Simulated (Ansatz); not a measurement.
BNH₄ClF: several calculations on one system

**1. Relaxation**

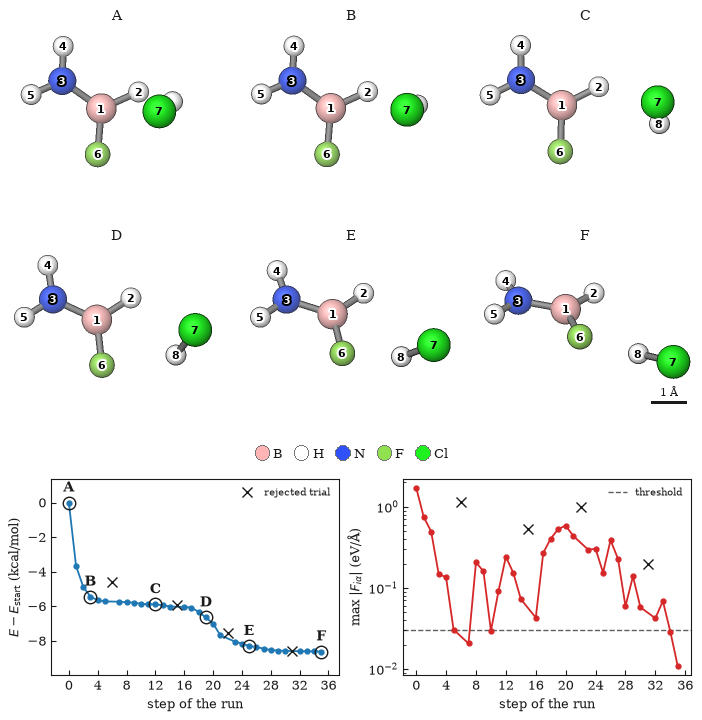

Frames of a relaxation of BNH4ClF, marked on the history of the run. Style: ball-and-stick. Shown from a free direction.

The run prepares an end point of a later path (reaction) calculation, from a guessed geometry.

Computed with RHF/6-31G* (Ansatz 0.2.0).

Input
```yaml
crystal:
  periodic: [false, false, false]
  atoms:
    - { symbol: B, position_ang: [0.111554, -0.107238, -0.137366] }
    - { symbol: H, position_ang: [0.061342, -0.37258, 1.023002] }
    - { symbol: "N", position_ang: [1.295744, -0.202252, -0.857208] }
    - { symbol: H, position_ang: [2.164589, -0.459761, -0.448295] }
    - { symbol: H, position_ang: [1.348848, 0.033089, -1.823825] }
    - { symbol: F, position_ang: [-1.010653, 0.244976, -0.748854] }
    - { symbol: Cl, position_ang: [0.100106, 2.509492, 1.47746] }
    - { symbol: H, position_ang: [-0.13153, 1.277574, 1.879786] }
basis:
  gaussian: { orbitals: "6-31G*" }
hamiltonian:
  xc: hf
relax:
  f_tol: 0.03
  max_steps: 50
```

Run as
```bash
ansatz run input.yaml --threads 1 --pin off --max-ram 2048MiB --backend cpu --events-out ev --progress --plain --runs-dir out
```

What happens along the run?

Over 31 accepted moves (35 points after the start) the energy falls by 8.61 kcal/mol. The largest force component goes from 1.7 to 0.011 eV/Å. The line search rejected the trial steps at points 6, 15, 22, 31 of the run. The forces were under the threshold at step 7, but the run went on from there. The atom that moves furthest after the best rigid fit is Cl7 (1.62 Å). Largest moves by element: Cl 1.62 Å, F 1.50 Å, H 1.40 Å, B 0.57 Å, N 0.52 Å. Near-neighbour distances that change, for instance: Cl7–H8 1.316 → 1.268 Å, B1–F6 1.326 → 1.341 Å, B1–H2 1.191 → 1.186 Å. From step 0 to 3: Cl7 moves most (0.54 Å), energy −5.44 kcal/mol. From step 3 to 12: H8 moves most (0.61 Å), energy −0.44 kcal/mol. From step 12 to 19: F6 moves most (0.56 Å), energy −0.76 kcal/mol. From step 19 to 25: F6 moves most (0.57 Å), energy −1.65 kcal/mol. From step 25 to 35: Cl7 moves most (0.57 Å), energy −0.32 kcal/mol.

```tsv
step	E − E(0), kcal/mol	largest force component, eV/Å	note
0	0.00	1.7223	
1	-3.67	0.7542	
2	-4.87	0.4958	
3	-5.44	0.1499	
4	-5.64	0.1347	
5	-5.71	0.0306	
6	-4.60	1.1472	rejected
7	-5.73	0.0207	
8	-5.76	0.2071	
9	-5.79	0.1600	
10	-5.85	0.0294	
11	-5.88	0.0904	
13	-5.93	0.1527	
14	-6.01	0.0728	
15	-5.93	0.5404	rejected
17	-6.07	0.2702	
18	-6.32	0.4056	
19	-6.65	0.5316	
21	-7.67	0.4392	
22	-7.54	0.9871	rejected
23	-8.03	0.2966	
24	-8.16	0.3035	
26	-8.35	0.3878	
27	-8.45	0.2287	
28	-8.53	0.0596	
30	-8.58	0.0576	
31	-8.56	0.1956	rejected
32	-8.59	0.0422	
34	-8.61	0.0289	
35	-8.61	0.0108
```

Limits of the set-up: Hartree-Fock leaves out electron correlation.

**2. Relaxation**

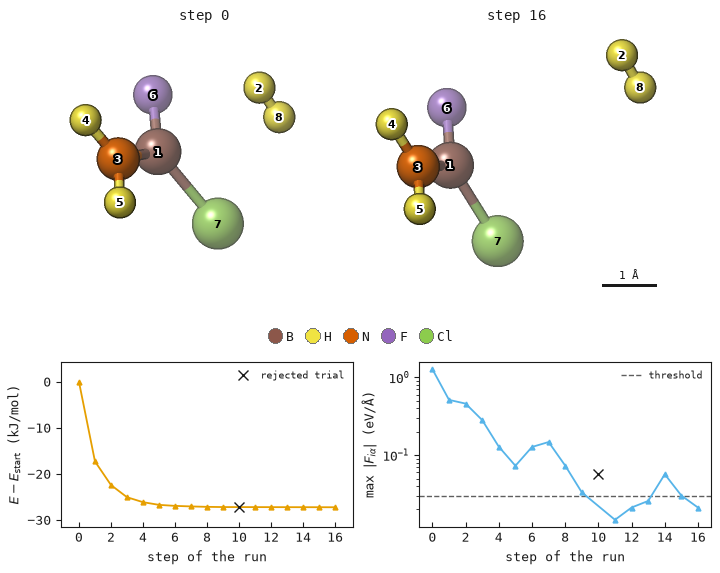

First and last geometry of a relaxation of BNH4ClF, with the history of the run. A ball-and-stick model, seen at a tilt.

The run prepares an end point of a later path (reaction) calculation, from a guessed geometry.

The calculation used RHF/6-31G* (Ansatz 0.2.0). (no spin polarisation; force threshold 0.03 eV/Å; at most 50 steps)

What do the curves and the structures tell?

Answer. It converged. The atom that moves furthest after the best rigid fit is H2 (1.17 Å). Largest moves by element: H 1.17 Å, Cl 0.72 Å, B 0.46 Å, F 0.44 Å, N 0.27 Å. Among the contacts that change: B1–Cl7 1.827 → 1.778 Å, H2–H8 0.700 → 0.731 Å, B1–F6 1.313 → 1.317 Å. After 15 accepted moves (16 points after the start) the energy has fallen by 27.2 kJ/mol. The largest force component goes from 1.3 to 0.021 eV/Å. The line search rejected the trial step at point 10 of the run. The forces were under the threshold at step 11, but the run went on from there.

```json
{"step": "0", "E − E(0), kJ/mol": "0.00", "largest force component, eV/Å": "1.2721", "note": ""}
{"step": "1", "E − E(0), kJ/mol": "-17.28", "largest force component, eV/Å": "0.5140", "note": ""}
{"step": "2", "E − E(0), kJ/mol": "-22.40", "largest force component, eV/Å": "0.4601", "note": ""}
{"step": "3", "E − E(0), kJ/mol": "-25.04", "largest force component, eV/Å": "0.2822", "note": ""}
{"step": "4", "E − E(0), kJ/mol": "-26.12", "largest force component, eV/Å": "0.1284", "note": ""}
{"step": "5", "E − E(0), kJ/mol": "-26.70", "largest force component, eV/Å": "0.0730", "note": ""}
{"step": "6", "E − E(0), kJ/mol": "-26.92", "largest force component, eV/Å": "0.1274", "note": ""}
{"step": "7", "E − E(0), kJ/mol": "-27.04", "largest force component, eV/Å": "0.1475", "note": ""}
{"step": "8", "E − E(0), kJ/mol": "-27.13", "largest force component, eV/Å": "0.0734", "note": ""}
{"step": "9", "E − E(0), kJ/mol": "-27.17", "largest force component, eV/Å": "0.0332", "note": ""}
{"step": "10", "E − E(0), kJ/mol": "-27.17", "largest force component, eV/Å": "0.0565", "note": "rejected"}
{"step": "11", "E − E(0), kJ/mol": "-27.19", "largest force component, eV/Å": "0.0147", "note": ""}
{"step": "12", "E − E(0), kJ/mol": "-27.19", "largest force component, eV/Å": "0.0212", "note": ""}
{"step": "13", "E − E(0), kJ/mol": "-27.20", "largest force component, eV/Å": "0.0258", "note": ""}
{"step": "14", "E − E(0), kJ/mol": "-27.20", "largest force component, eV/Å": "0.0568", "note": ""}
{"step": "15", "E − E(0), kJ/mol": "-27.21", "largest force component, eV/Å": "0.0302", "note": ""}
{"step": "16", "E − E(0), kJ/mol": "-27.22", "largest force component, eV/Å": "0.0212", "note": ""}
```

Limits of the set-up: the start holds two separate molecules, 2.4 Å apart at their closest, whose relative position is a soft coordinate and is computed without a dispersion correction; Hartree-Fock leaves out electron correlation.

**3. Path**

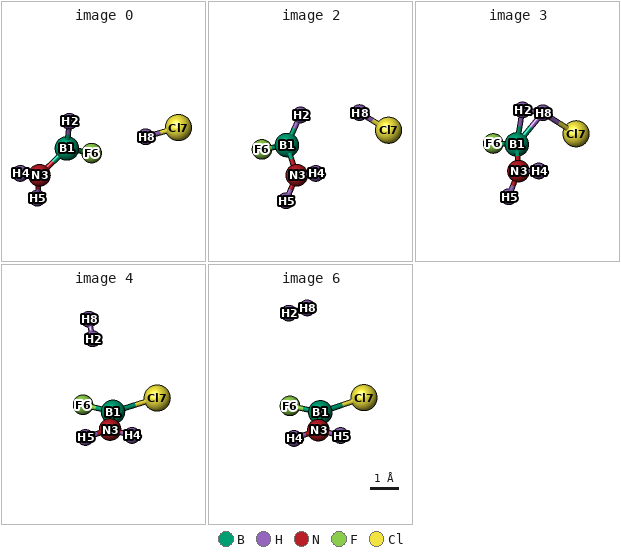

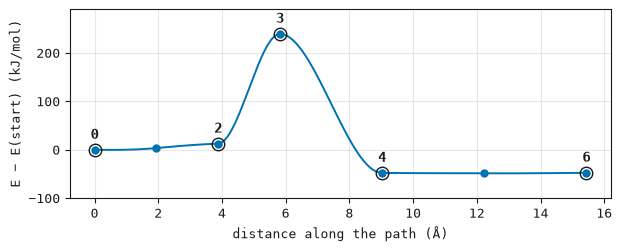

A search for the minimum-energy path of BNH₄ClF by the nudged elastic band. Images are numbered from 0 (start) to 6 (end). A ball-and-stick model, seen from a free direction.

Theory: Ansatz, RHF/6-31G*. Set-up: 5 movable images; climbing image; force threshold 0.03 eV/Å; iteration limit 60; starting path through a guess of the saddle point.

Q: What happens along the path, and what is the barrier?

A: The highest point, image 3, lies 239.6 kJ/mol above the start and 287.0 kJ/mol above the end; the end is at −47.4 kJ/mol relative to the start. Image 5 lies below both ends, at −48.4 kJ/mol, which points to an intermediate minimum that so few images don't resolve. Breaking: B1–H2 (1.19 → 1.35 at the top → 4.03 Å), Cl7–H8 (1.27 → 1.73 at the top → 4.27 Å). Forming: B1–Cl7 (4.53 → 2.37 at the top → 1.78 Å), H2–H8 (3.64 → 0.88 at the top → 0.73 Å). The band is converged. At the top, the vibrational analysis gives one imaginary mode (1110i cm⁻¹), as a transition state must have.

Limits of the set-up: Hartree-Fock leaves out electron correlation.
